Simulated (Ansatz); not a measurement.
# SiH2: single points with varied inputs

Aim: run SiH2 under a spread of inputs, and see what each costs and gives.

Computed with Ansatz 0.2.0, Gaussian basis. Level: the settings change from run to run.

## (1) The geometry

The geometry comes from an earlier relaxation with r2SCAN-D4 in a triple-zeta def2 set; it is a stationary point.

3 atoms, charge 0, spin multiplicity 1.

Atoms are counted from 1 here; the program's logs count them from 0.

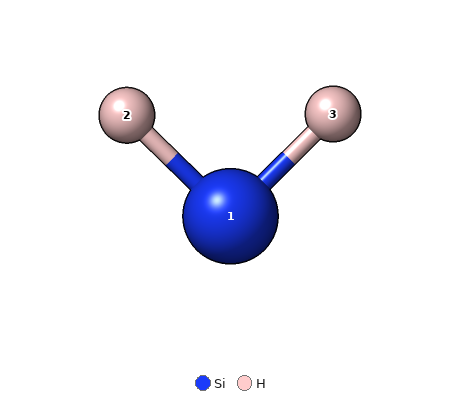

The geometry (silicon blue, hydrogen pink); atoms are numbered from 1 in the order of the file.

## (2) SPW92/aug-cc-pVDZ

Options: atoms shaken by 0.15 Å.

Contents of in.yaml:

```yaml
crystal:
  periodic: [false, false, false]
  atoms:
    - {symbol: Si, position_ang: [-0.099131, -0.113077, -0.836060]}
    - {symbol: H, position_ang: [1.134550, 0.139607, 0.189392]}
    - {symbol: H, position_ang: [-1.151385, 0.034886, 0.205730]}
basis:
  gaussian: {orbitals: aug-cc-pVDZ}
hamiltonian: {xc: {name: SPW92}}
scf: {omitted_lower_state_checks: [starts]}
output: {forces: true}
```

Launch:

```console
$ ansatz run in.yaml --threads 4 --pin off --events-out ev --progress --plain --max-ram 3916MiB
```

Output:

```text
Functional definition: SPW92
  name "SPW92"
  cite "Dirac, Proc. Camb. Phil. Soc. 26, 376 (1930) doi:10.1017/S0305004100016108"
  cite "Slater, Phys. Rev. 81, 385 (1951) doi:10.1103/PhysRev.81.385"
  cite "Perdew & Wang, Phys. Rev. B 45, 13244 (1992) doi:10.1103/PhysRevB.45.13244"
  exchange = slater_x
  correlation = pw_c
these checks for a lower state are left out or cut short: starts
459 factors; their error is unknown
mean field evaluation 1: about -7874.5373 eV, gradient 1.3e1 eV
mean field evaluation 2: about -7875.0098 eV, gradient 7.3e0 eV
mean field evaluation 4: about -7875.2868 eV, gradient 3.6e-1 eV
mean field evaluation 8: about -7875.2529 eV, gradient 9.2e-3 eV
mean field -7875.25292986 eV, -289.4102071341 hartree, gradient 4.2e-5 eV, S^2 0.000000; 0 other end points of the search recorded, 0 dependent functions left out
the calculation of the forces begins
reference -7875.25298174 eV, -289.4102090409 hartree; 8, 8 occupied and 37, 37 virtual orbitals, 459 factors
Total energy: -7875.25298174 eV, -289.4102090409 hartree
Atom 0 at    -0.099131    -0.113077    -0.836060 Å, force     1.362343    -0.027295    -0.482695 eV/Å
Atom 1 at     1.134550     0.139607     0.189392 Å, force    -0.769672    -0.110876    -0.393179 eV/Å
Atom 2 at    -1.151385     0.034886     0.205730 Å, force    -0.592671     0.138171     0.875874 eV/Å
Dipole moment:    -0.043130     0.006241     0.043629 e Å
Checks for a lower state left out: starts
```

Wall time 0.15 s (4 threads of Arm Neoverse V2, shared host).

Largest force 1.446 eV/Å, dipole 0.30 D.

## (3) PBE0/aug-cc-pVDZ

Set apart from the defaults: multiplicity 3, atoms shaken by 0.03 Å.

Contents of in.yaml:

```yaml
crystal:
  periodic: [false, false, false]
  atoms:
    - {symbol: Si, position_ang: [0.016302, 0.043324, -0.720256]}
    - {symbol: H, position_ang: [1.079682, -0.007513, 0.346393]}
    - {symbol: H, position_ang: [-1.056596, 0.053504, 0.339533]}
basis:
  gaussian: {orbitals: aug-cc-pVDZ}
magnetization: {spin_polarized: true, initial_magnetization: 2}
hamiltonian: {xc: {name: PBE0}}
```

Same command.

Output:

```text
Functional definition: PBE0
  name "PBE0"
  cite "Adamo & Barone, J. Chem. Phys. 110, 6158 (1999) doi:10.1063/1.478522"
  cite "Perdew, Burke & Ernzerhof, Phys. Rev. Lett. 77, 3865 (1996) doi:10.1103/PhysRevLett.77.3865"
  parent pbe
  parameter a = 0.25
  parameter kappa = 0.804
  parameter beta = 0.06672455060314922
  exchange = (1 - a)*pbe_x(kappa = kappa, mu = beta*pi^2/3) + a*exact_x
  correlation = pbe_c(beta = beta)
474 factors; their error is unknown
mean field evaluation 1: about -7902.5482 eV, gradient 8.1e0 eV
mean field evaluation 2: about -7902.9505 eV, gradient 5.0e0 eV
mean field evaluation 4: about -7903.2177 eV, gradient 2.2e-1 eV
mean field evaluation 8: about -7903.2650 eV, gradient 4.5e-3 eV
mean field -7903.26498360 eV, -290.4396311220 hartree, gradient 2.9e-5 eV, S^2 2.002715; 0 other end points of the search recorded, 0 dependent functions left out
reference -7903.26502830 eV, -290.4396327646 hartree; 9, 7 occupied and 36, 38 virtual orbitals, 474 factors
Total energy: -7903.26502830 eV, -290.4396327646 hartree
```

Run time: 0.25 s. Hardware: 4 threads of Arm Neoverse V2, shared host.

⟨S²⟩ 2.003.

## (4) PBE/6-31++G**

Options: charge +1, multiplicity 2.

Contents of in.yaml:

```yaml
crystal:
  periodic: [false, false, false]
  atoms:
    - {symbol: Si, position_ang: [0.005873, -0.008885, -0.713619]}
    - {symbol: H, position_ang: [1.082244, -0.019050, 0.366034]}
    - {symbol: H, position_ang: [-1.088118, 0.027935, 0.347585]}
basis:
  gaussian: {orbitals: "6-31++G**"}
total_charge: 1
magnetization: {spin_polarized: true, initial_magnetization: 1}
hamiltonian: {xc: {name: PBE}}
scf: {omitted_lower_state_checks: [starts]}
output: {forces: true}
```

The command is unchanged.

Output, shortened:

```text
Functional definition: PBE
  name "PBE"
  cite "Perdew, Burke & Ernzerhof, Phys. Rev. Lett. 77, 3865 (1996) doi:10.1103/PhysRevLett.77.3865"
  parent pbe
[...]
357 factors; their error is unknown
[...]
mean field -7893.75097786 eV, -290.0899978599 hartree, gradient 2.5e-5 eV, S^2 0.751340; 0 other end points of the search recorded, 0 dependent functions left out
[...]
reference -7893.75102160 eV, -290.0899994672 hartree; 8, 7 occupied and 27, 28 virtual orbitals, 357 factors
Total energy: -7893.75102160 eV, -290.0899994672 hartree
Atom 0 at     0.005873    -0.008885    -0.713619 Å, force    -0.014896     0.022532     1.809742 eV/Å
Atom 1 at     1.082244    -0.019050     0.366034 Å, force     0.812737    -0.028699    -0.898026 eV/Å
Atom 2 at    -1.088118     0.027935     0.347585 Å, force    -0.797841     0.006167    -0.911716 eV/Å
Dipole moment:     0.000674    -0.001019    -0.081868 e Å
Checks for a lower state left out: starts
```

Run time: 0.2 s. Hardware: 4 threads of Arm Neoverse V2, shared host.

Largest force 1.810 eV/Å, ⟨S²⟩ 0.751.

## (5) wB97X-V/aug-cc-pVDZ

Set apart from the defaults: multiplicity 3, a grid of angular degree 11, the search for lower states set to full.

Contents of in.yaml:

```yaml
crystal:
  periodic: [false, false, false]
  atoms:
    - {symbol: Si, position_ang: [0.005873, -0.008885, -0.713619]}
    - {symbol: H, position_ang: [1.082244, -0.019050, 0.366034]}
    - {symbol: H, position_ang: [-1.088118, 0.027935, 0.347585]}
basis:
  gaussian: {orbitals: aug-cc-pVDZ, final_grid: {core_spheres: 5, valence_spheres: 4, degree: 11}}
magnetization: {spin_polarized: true, initial_magnetization: 2}
hamiltonian: {xc: {name: wB97X-V}}
scf: {lower_state_search: full}
output: {forces: true}
```

The command is unchanged.

Output, shortened:

```text
Functional definition: wB97X-V
  name "wB97X-V"
  cite "Mardirossian & Head-Gordon, Phys. Chem. Chem. Phys. 16, 9904 (2014) doi:10.1039/C3CP54374A"
  cite "Becke, J. Chem. Phys. 107, 8554 (1997) doi:10.1063/1.475007"
  cite "Vydrov & Van Voorhis, J. Chem. Phys. 133, 244103 (2010) doi:10.1063/1.3521275"
[...]
      + integral(e_c_pw_opposite_spin*poly(b97_u_opposite, cos0, cos1)) + vv10(b, c)
446 factors; integrals over basis functions are off by at most 8.7e-4 eV
207 factors; integrals over basis functions are off by at most 8.4e-6 eV
[...]
mean field -7905.10643810 eV, -290.5073033265 hartree, gradient 7.5e-6 eV, S^2 2.001608; 2 other end points of the search recorded, 0 dependent functions left out
[...]
reference -7905.10643948 eV, -290.5073033774 hartree; 9, 7 occupied and 36, 38 virtual orbitals, 446 factors
Total energy: -7905.10643948 eV, -290.5073033774 hartree
Atom 0 at     0.005873    -0.008885    -0.713619 Å, force    -0.016111     0.024370     1.957356 eV/Å
Atom 1 at     1.082244    -0.019050     0.366034 Å, force     0.666042    -0.026430    -0.973085 eV/Å
Atom 2 at    -1.088118     0.027935     0.347585 Å, force    -0.649932     0.002059    -0.984271 eV/Å
Dipole moment:     0.000974    -0.001473    -0.118333 e Å
```

It took 0.75 s on 4 threads of Arm Neoverse V2, shared host.

Largest force 1.958 eV/Å, dipole 0.57 D, ⟨S²⟩ 2.002.

## (6) All runs side by side

```tsv
level	charge	multiplicity	geometry	functions	energy (eV)	time
SPW92/aug-cc-pVDZ	0	1	shaken	45	-7875.253	0.15 s
PBE0/aug-cc-pVDZ	0	3	shaken	45	-7903.265	0.25 s
PBE/6-31++G**	1	2	relaxed	35	-7893.751	0.2 s
wB97X-V/aug-cc-pVDZ	0	3	relaxed	45	-7905.106	0.75 s
```

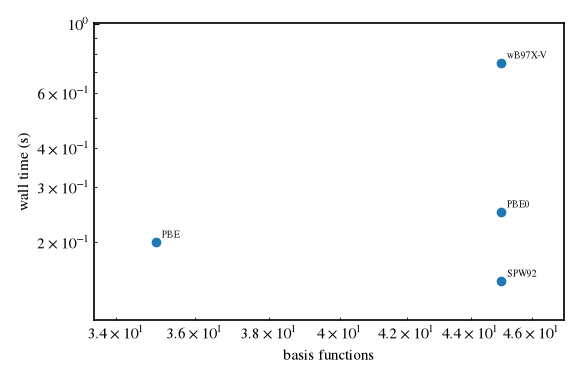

Wall time against the number of basis functions (shared host).

## (7) What came out

```
quantity                        value
    runs                            4
quickest    SPW92/aug-cc-pVDZ, 0.15 s
 slowest  wB97X-V/aug-cc-pVDZ, 0.75 s
```

What this shows: The runs differ in state or geometry as well as level, so their energies can't be set against each other. Run time spans a factor of 5, from SPW92/aug-cc-pVDZ to wB97X-V/aug-cc-pVDZ. The jobs differ in tasks and options as well as level.
